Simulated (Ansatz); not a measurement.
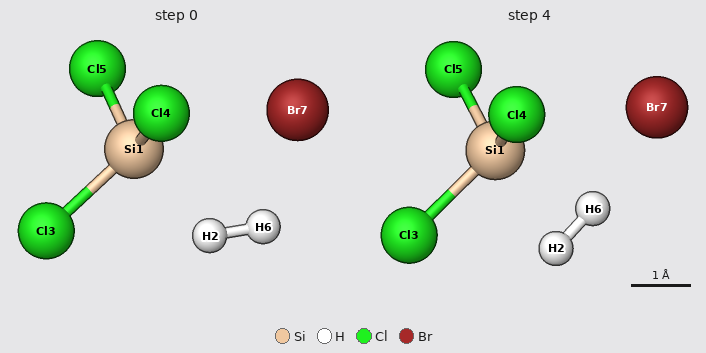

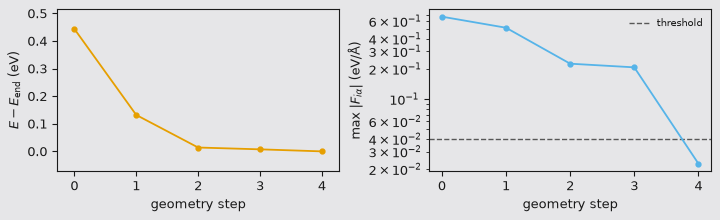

First and last geometry of a constrained relaxation of SiH2BrCl3, with the history of the run. A ball-and-stick model, seen at a tilt.

The reaction that was planned forms Si1–Br7, H2–H6 and breaks Si1–H2, H6–Br7 (atoms numbered from 1 in input order).

These are results of RKS PBE0-D4/def2-SVP in Ansatz, not measurements.

The input:
```yaml
crystal:
  periodic: [false, false, false]
  atoms:
    - {symbol: Si, position_ang: [-0.567900, -0.413500, -0.089800]}
    - {symbol: H, position_ang: [1.376100, -0.158400, -0.192800]}
    - {symbol: Cl, position_ang: [-0.331400, -2.179900, -1.073000]}
    - {symbol: Cl, position_ang: [-0.793500, -0.739100, 1.859100]}
    - {symbol: Cl, position_ang: [-2.023600, 0.537900, -1.062800]}
    - {symbol: H, position_ang: [1.793000, 0.671700, 0.021200]}
    - {symbol: Br, position_ang: [0.547200, 2.281300, 0.538200]}
basis:
  gaussian: {orbitals: def2-SVP}
hamiltonian: {xc: pbe0, dispersion: d4}
relax: {f_tol: 0.04, max_steps: 150, escape_saddle: false, constraints: [{distance: [0, 6]}, {distance: [1, 5]}, {distance: [0, 1]}, {distance: [5, 6]}]}
```

Command:
```bash
ansatz run in.yaml --threads 8 --pin off --events-out ev --progress --plain --max-ram 19148MiB
```

Did the run converge, and what did it change?

Answer. It converged. The largest move after the best rigid fit is that of H6, 0.51 Å. By element the largest moves are H 0.51 Å, Cl 0.19 Å, Si 0.14 Å, Br 0.14 Å. Some distances before and after: Si1–H6 2.601 → 1.966 Å, Si1–Cl4 1.989 → 2.015 Å, Si1–Cl3 2.035 → 2.052 Å. Over 4 geometry steps the energy falls by 0.444 eV. Largest force component: 0.67 eV/Å at the start, 0.023 eV/Å at the end.
